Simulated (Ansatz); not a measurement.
Nudged elastic band, with input and output: C₄H₅Br

System: C₄H₅Br, SMILES C=CC=CBr.
Method: RKS PBE0-D4/def2-SVP (Ansatz 0.2.0).

One setting was made poor on purpose. It belongs to a series of runs on one base structure; here: band between the two ends. Figures and captions count atoms from 1; the log counts them from 0 in places.

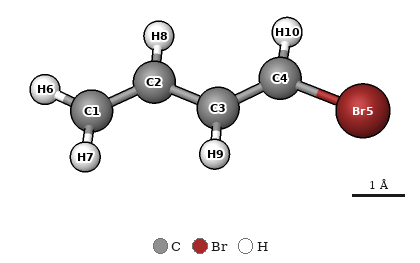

**Figure 1.** The structure as given in the input (ball-and-stick view, seen at an oblique angle; atoms are numbered from 1 in the order of the input). Bond lengths as drawn: Br–C 1.87 Å, C–C 1.34 to 1.45 Å and C–H 1.09 to 1.10 Å.

**Results in brief**

- outcome: converged
- barrier, forward: 0.318 eV
- barrier, backward: 0.181 eV
- hardware: 2 threads of Arm Neoverse V2, 24 GiB of memory available, shared host
- wall time: 3.9 min (CPU time 7.5 min)
- peak memory: 0.27 GiB

**Remarks**

A deliberately poor setting: straight start. The order of the saddle point was not checked.

**Input**
```yaml
crystal:
  periodic: [false, false, false]
  atoms:
    - { symbol: C, position_ang: [-0.647321, -1.301903, 1.245696] }
    - { symbol: C, position_ang: [-0.177038, -0.775958, 0.105571] }
    - { symbol: C, position_ang: [0.156917, 0.626996, -0.06266] }
    - { symbol: C, position_ang: [0.621645, 1.129104, -1.214754] }
    - { symbol: Br, position_ang: [1.052285, 2.93396, -1.454073] }
    - { symbol: H, position_ang: [-0.886221, -2.364851, 1.324881] }
    - { symbol: H, position_ang: [-0.806666, -0.684249, 2.134811] }
    - { symbol: H, position_ang: [-0.029999, -1.424901, -0.765836] }
    - { symbol: H, position_ang: [0.015599, 1.290429, 0.79733] }
    - { symbol: H, position_ang: [0.783899, 0.520274, -2.107866] }
basis:
  gaussian: { orbitals: def2-SVP }
hamiltonian:
  xc: pbe0
  dispersion: d4
neb:
  order_check: false
  images: 9
  f_tol: 0.03
  max_iterations: 45
  initial_path: linear
  final_atoms:
    - { symbol: C, position_ang: [-0.93289565, -1.18243915, 0.71423672] }
    - { symbol: C, position_ang: [0.33990301, -0.83956984, 0.47751011] }
    - { symbol: C, position_ang: [0.8000392, 0.44399511, -0.05353613] }
    - { symbol: C, position_ang: [0.09283294, 1.19890022, -0.90269095] }
    - { symbol: Br, position_ang: [0.68182757, 2.86009641, -1.53770867] }
    - { symbol: H, position_ang: [-1.18907716, -2.17561632, 1.09047802] }
    - { symbol: H, position_ang: [-1.7573628, -0.48038525, 0.55768199] }
    - { symbol: H, position_ang: [1.13106566, -1.56225395, 0.70997347] }
    - { symbol: H, position_ang: [1.79524579, 0.78460949, 0.2515074] }
    - { symbol: H, position_ang: [-0.87847856, 0.90156427, -1.30435197] }
```

Command:
```bash
ansatz run input.yaml --threads 2 --pin off --max-ram 3072MiB --backend cpu --events-out ev --progress --plain --runs-dir out
```

**Output**
```
Engine: ansatz 0.2.0, aarch64-unknown-linux-gnu
Functional definition: PBE0
  parameter a = 0.25
  parameter kappa = 0.804
  parameter beta = 0.06672455060314922
  exchange = (1 - a)*pbe_x(kappa = kappa, mu = beta*pi^2/3) + a*exact_x
  correlation = pbe_c(beta = beta)
1268 factors; integrals over basis functions are off by at most 4.4e-4 eV
mean field evaluation 1: about -74243.1358 eV, gradient 4.9e1 eV
mean field evaluation 2: about -74239.4653 eV, gradient 6.0e1 eV
mean field evaluation 4: about -74249.7403 eV, gradient 5.8e0 eV
mean field evaluation 8: about -74249.8555 eV, gradient 1.1e-1 eV
mean field evaluation 16: about -74249.8556 eV, gradient 1.2e-5 eV
mean field -74249.85557984 eV, -2728.6318641994 hartree, gradient 1.2e-5 eV, S^2 0.000000; 0 other end points of the search recorded, 0 dependent functions left out
the calculation of the forces begins
reference -74249.85560540 eV, -2728.6318651388 hartree; 32, 32 occupied and 81, 81 virtual orbitals, 1268 factors
1268 factors; integrals over basis functions are off by at most 7.2e-4 eV
mean field evaluation 32: about -74249.7121 eV, gradient 7.4e-5 eV
mean field -74249.71207978 eV, -2728.6265906694 hartree, gradient 7.4e-5 eV, S^2 0.000000; 0 other end points of the search recorded, 0 dependent functions left out
[... from here on the field's lines of each further geometry are left out, up to the last ...]
NEB iter   1: max|band force component| = 1.168e1 eV/Å  barrier→ = 7.3545 eV  barrier← = 7.2171 eV  Δτ_max = 0.2000 Å  (288 SCF iters)
NEB iter   2: max|band force component| = 2.658e0 eV/Å  barrier→ = 0.9877 eV  barrier← = 0.8502 eV  Δτ_max = 0.0751 Å  (268 SCF iters)
NEB iter   3: max|band force component| = 1.117e0 eV/Å  barrier→ = 0.4708 eV  barrier← = 0.3333 eV  Δτ_max = 0.1610 Å  (276 SCF iters)
NEB iter   4: max|band force component| = 9.445e-1 eV/Å  barrier→ = 0.3535 eV  barrier← = 0.2160 eV  Δτ_max = 0.1427 Å  (271 SCF iters)
NEB iter   5: max|band force component| = 3.296e-1 eV/Å  barrier→ = 0.3274 eV  barrier← = 0.1899 eV  CI = image 5  Δτ_max = 0.0913 Å  (270 SCF iters)
NEB iter   6: max|band force component| = 1.981e-1 eV/Å  barrier→ = 0.3193 eV  barrier← = 0.1818 eV  CI = image 5  Δτ_max = 0.0223 Å  (270 SCF iters)
NEB iter   7: max|band force component| = 1.112e-1 eV/Å  barrier→ = 0.3185 eV  barrier← = 0.1810 eV  CI = image 5  Δτ_max = 0.0104 Å  (252 SCF iters)
NEB iter   8: max|band force component| = 4.518e-2 eV/Å  barrier→ = 0.3182 eV  barrier← = 0.1807 eV  CI = image 5  Δτ_max = 0.0025 Å  (219 SCF iters)
the calculation of the forces begins
reference -74249.69860663 eV, -2728.6260955404 hartree; 32, 32 occupied and 81, 81 virtual orbitals, 1268 factors
1268 factors; integrals over basis functions are off by at most 3.4e-4 eV
mean field -74249.53568365 eV, -2728.6201082311 hartree, gradient 4.7e-5 eV, S^2 0.000000; 1 other end points of the search recorded, 0 dependent functions left out
the calculation of the forces begins
reference -74249.53571072 eV, -2728.6201092261 hartree; 32, 32 occupied and 81, 81 virtual orbitals, 1268 factors
NEB iter   9: max|band force component| = 1.186e-2 eV/Å  barrier→ = 0.3182 eV  barrier← = 0.1807 eV  CI = image 5  Δτ_max = 0.0000 Å  (435 SCF iters)
```

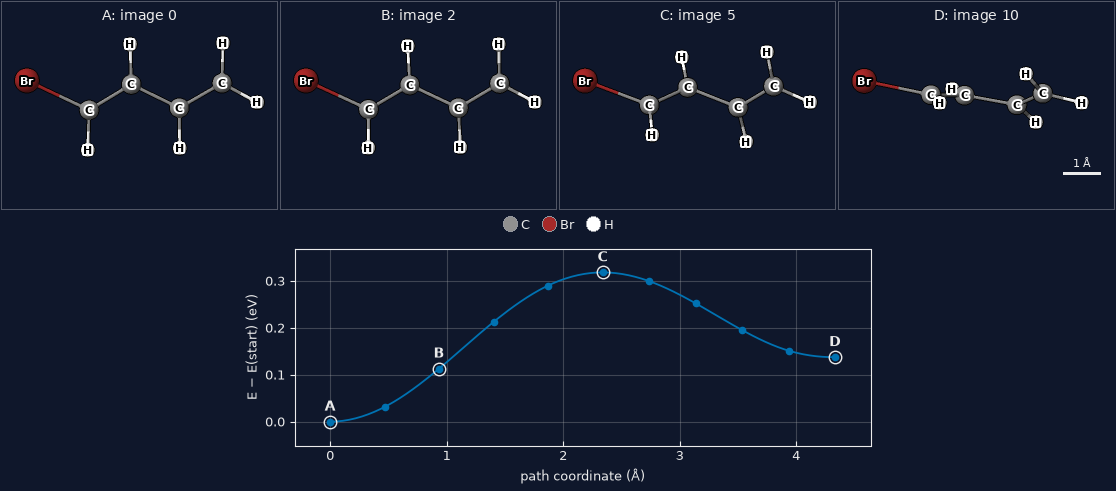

**Figure 2.** Images of the last band (counted from 0; ball-and-stick, seen on its broad side) above the energy along the path; the line is a cubic interpolation that uses the forces. The highest image is number 5, 0.318 eV above the start and 0.181 eV above the end (the climbing image); the end lies 0.137 eV above the start. The path is 4.33 Å long. The band converged in 9 iterations.

```
Total energy: -74249.71200451 eV, -2728.6265879032 hartree
Atom 0 at    -0.831200    -1.352368     0.867167 Å, force     0.000731    -0.008178    -0.001491 eV/Å
Atom 1 at     0.213492    -0.876378     0.187816 Å, force    -0.000126     0.004298    -0.002181 eV/Å
Atom 2 at     0.554600     0.560728     0.078966 Å, force     0.000948    -0.001426     0.005927 eV/Å
Atom 3 at     0.270891     1.287315    -1.001620 Å, force     0.001637     0.007935    -0.003570 eV/Å
Atom 4 at     0.709052     3.106589    -1.167156 Å, force    -0.001226    -0.003529     0.000519 eV/Å
Atom 5 at    -1.025295    -2.426756     0.924549 Å, force    -0.001379     0.000060     0.000823 eV/Å
Atom 6 at    -1.528493    -0.687805     1.386200 Å, force    -0.000535     0.004731     0.001019 eV/Å
Atom 7 at     0.888494    -1.581055    -0.316308 Å, force     0.001054    -0.001795    -0.000827 eV/Å
Atom 8 at     1.073456     1.033993     0.921953 Å, force     0.000293     0.000667     0.000488 eV/Å
Atom 9 at    -0.241896     0.884638    -1.878467 Å, force    -0.001397    -0.002763    -0.000707 eV/Å
Dipole moment:    -0.058545    -0.302160     0.067722 e Å
this run last wrote the band of iteration 9 to [file]
```

**The last band as extended XYZ (Å, eV, eV/Å)**
```
10
Properties=species:S:1:pos:R:3:forces:R:3 image=0 energy=-74250.03016
C    -0.6473   -1.3019    1.2457    0.0076  -0.0090  -0.0109
C    -0.1770   -0.7760    0.1056   -0.0016   0.0105  -0.0032
C     0.1569    0.6270   -0.0627   -0.0070  -0.0079   0.0087
C     0.6216    1.1291   -1.2148   -0.0015  -0.0106  -0.0109
Br    1.0523    2.9340   -1.4541    0.0045   0.0047  -0.0005
H    -0.8862   -2.3649    1.3249   -0.0016   0.0058   0.0075
H    -0.8067   -0.6842    2.1348   -0.0013  -0.0004  -0.0003
H    -0.0300   -1.4249   -0.7658    0.0017   0.0022   0.0032
H     0.0156    1.2904    0.7973   -0.0001  -0.0006   0.0003
H     0.7839    0.5203   -2.1079   -0.0006   0.0054   0.0060
10
Properties=species:S:1:pos:R:3:forces:R:3 image=1 energy=-74249.99876
C    -0.6917   -1.3125    1.1988    0.0137  -0.0051   0.0102
C    -0.0780   -0.7993    0.1238   -0.0237   0.0051  -0.0095
C     0.2584    0.6079   -0.0209   -0.0261   0.0065  -0.0062
C     0.5698    1.1587   -1.2014    0.0158  -0.0021  -0.0015
Br    0.9573    2.9762   -1.4223    0.0167  -0.0013   0.0020
H    -0.9492   -2.3723    1.2558    0.0149  -0.0052   0.0091
H    -0.9799   -0.6804    2.0442    0.0461  -0.0133   0.0313
H     0.1758   -1.4571   -0.7157   -0.0523   0.0141  -0.0271
H     0.2274    1.2360    0.8759   -0.0615   0.0094  -0.0088
H     0.5931    0.5916   -2.1351    0.0564  -0.0081   0.0004
10
Properties=species:S:1:pos:R:3:forces:R:3 image=2 energy=-74249.91706
C    -0.7324   -1.3213    1.1371    0.0211  -0.0087   0.0212
C     0.0111   -0.8224    0.1420   -0.0325   0.0070  -0.0157
C     0.3495    0.5930    0.0137   -0.0356   0.0099  -0.0056
C     0.5061    1.1888   -1.1739    0.0299  -0.0042  -0.0077
Br    0.8796    3.0129   -1.3741    0.0188   0.0003   0.0013
H    -0.9886   -2.3824    1.1786    0.0159  -0.0072   0.0135
H    -1.1430   -0.6751    1.9190    0.0683  -0.0212   0.0623
H     0.3738   -1.4941   -0.6451   -0.0798   0.0236  -0.0536
H     0.4422    1.1867    0.9297   -0.0994   0.0131  -0.0026
H     0.3849    0.6627   -2.1239    0.0933  -0.0125  -0.0131
10
Properties=species:S:1:pos:R:3:forces:R:3 image=3 energy=-74249.81751
C    -0.7703   -1.3308    1.0606    0.0197  -0.0091   0.0252
C     0.0875   -0.8438    0.1584   -0.0259   0.0065  -0.0165
C     0.4272    0.5818    0.0409   -0.0299   0.0093  -0.0004
C     0.4318    1.2211   -1.1319    0.0310  -0.0053  -0.0138
Br    0.8185    3.0461   -1.3145    0.0144   0.0023   0.0009
H    -1.0088   -2.3964    1.0993    0.0108  -0.0067   0.0121
H    -1.2915   -0.6740    1.7638    0.0581  -0.0190   0.0703
H     0.5612   -1.5302   -0.5541   -0.0713   0.0208  -0.0626
H     0.6572    1.1387    0.9564   -0.0961   0.0128   0.0109
H     0.1703    0.7364   -2.0758    0.0892  -0.0116  -0.0260
10
Properties=species:S:1:pos:R:3:forces:R:3 image=4 energy=-74249.74004
C    -0.8040   -1.3414    0.9701    0.0121  -0.0070   0.0151
C     0.1539   -0.8621    0.1732   -0.0160  -0.0013  -0.0102
C     0.4942    0.5716    0.0622   -0.0124   0.0142   0.0024
C     0.3518    1.2546   -1.0746    0.0164  -0.0054  -0.0109
Br    0.7643    3.0773   -1.2454    0.0081   0.0027   0.0002
H    -1.0190   -2.4120    1.0161    0.0046  -0.0042   0.0083
H    -1.4209   -0.6786    1.5847    0.0286  -0.0100   0.0451
H     0.7342   -1.5602   -0.4437   -0.0371   0.0099  -0.0424
H     0.8692    1.0881    0.9540   -0.0549   0.0071   0.0141
H    -0.0406    0.8116   -1.9933    0.0507  -0.0059  -0.0216
10
Properties=species:S:1:pos:R:3:forces:R:3 image=6 energy=-74249.73059
C    -0.8462   -1.3645    0.7657   -0.0011   0.0025  -0.0177
C     0.2621   -0.8861    0.1975    0.0071  -0.0060   0.0059
C     0.6027    0.5493    0.0917    0.0170   0.0089   0.0042
C     0.2035    1.3167   -0.9223   -0.0149  -0.0102   0.0083
Br    0.6531    3.1343   -1.0776   -0.0074   0.0003  -0.0012
H    -1.0280   -2.4409    0.8273   -0.0076   0.0055  -0.0034
H    -1.5994   -0.7008    1.2007   -0.0153   0.0087  -0.0375
H     1.0034   -1.5914   -0.2029    0.0201  -0.0043   0.0357
H     1.2358    0.9849    0.8753    0.0355  -0.0095  -0.0197
H    -0.4040    0.9475   -1.7522   -0.0334   0.0042   0.0255
10
Properties=species:S:1:pos:R:3:forces:R:3 image=7 energy=-74249.77787
C    -0.8539   -1.3729    0.6592   -0.0022   0.0057  -0.0234
C     0.3080   -0.8939    0.2089    0.0130  -0.0018   0.0101
C     0.6499    0.5364    0.1008    0.0216  -0.0008   0.0015
C     0.1414    1.3400   -0.8343   -0.0195  -0.0048   0.0165
Br    0.5922    3.1579   -0.9824   -0.0137  -0.0042  -0.0009
H    -1.0314   -2.4499    0.7238   -0.0104   0.0086  -0.0091
H    -1.6516   -0.7086    1.0044   -0.0199   0.0159  -0.0609
H     1.0986   -1.5990   -0.0822    0.0269  -0.0087   0.0585
H     1.3848    0.9387    0.8094    0.0544  -0.0106  -0.0349
H    -0.5548    1.0002   -1.6046   -0.0503   0.0007   0.0425
10
Properties=species:S:1:pos:R:3:forces:R:3 image=8 energy=-74249.83497
C    -0.8541   -1.3765    0.5523   -0.0018   0.0048  -0.0202
C     0.3504   -0.9002    0.2229    0.0121   0.0019   0.0106
C     0.6957    0.5229    0.1051    0.0184  -0.0061  -0.0012
C     0.0864    1.3566   -0.7415   -0.0145  -0.0007   0.0166
Br    0.5276    3.1759   -0.8864   -0.0149  -0.0066  -0.0004
H    -1.0351   -2.4527    0.6191   -0.0089   0.0095  -0.0100
H    -1.6849   -0.7089    0.7987   -0.0132   0.0174  -0.0622
H     1.1723   -1.6064    0.0453    0.0202  -0.0088   0.0589
H     1.5179    0.8986    0.7260    0.0488  -0.0083  -0.0389
H    -0.6930    1.0397   -1.4383   -0.0461  -0.0031   0.0468
10
Properties=species:S:1:pos:R:3:forces:R:3 image=9 energy=-74249.87884
C    -0.8481   -1.3796    0.4499    0.0004   0.0016  -0.0104
C     0.3853   -0.9049    0.2397    0.0053   0.0016   0.0062
C     0.7362    0.5106    0.1023    0.0087  -0.0032  -0.0022
C     0.0399    1.3701   -0.6490   -0.0060   0.0008   0.0091
Br    0.4708    3.1894   -0.7971   -0.0073  -0.0041  -0.0008
H    -1.0344   -2.4540    0.5238   -0.0042   0.0052  -0.0041
H    -1.7032   -0.7102    0.5829   -0.0038   0.0083  -0.0366
H     1.2235   -1.6107    0.1809    0.0067  -0.0035   0.0338
H     1.6324    0.8640    0.6249    0.0234  -0.0047  -0.0248
H    -0.8194    1.0742   -1.2551   -0.0232  -0.0019   0.0299
10
Properties=species:S:1:pos:R:3:forces:R:3 image=10 energy=-74249.89268
C    -0.8400   -1.3946    0.3628   -0.0044  -0.0001   0.0039
C     0.4026   -0.9055    0.2609    0.0009   0.0008  -0.0032
C     0.7607    0.5026    0.0870    0.0009   0.0026   0.0017
C     0.0027    1.3921   -0.5652   -0.0008   0.0015  -0.0013
Br    0.4592    3.2007   -0.7400    0.0012  -0.0010   0.0010
H    -1.0172   -2.4676    0.4670    0.0025   0.0004  -0.0004
H    -1.7179   -0.7417    0.3632    0.0001   0.0010  -0.0012
H     1.2483   -1.6002    0.3276    0.0005  -0.0010  -0.0011
H     1.7210    0.8300    0.4995    0.0004  -0.0008   0.0012
H    -0.9362    1.1329   -1.0596   -0.0012  -0.0034  -0.0006
```
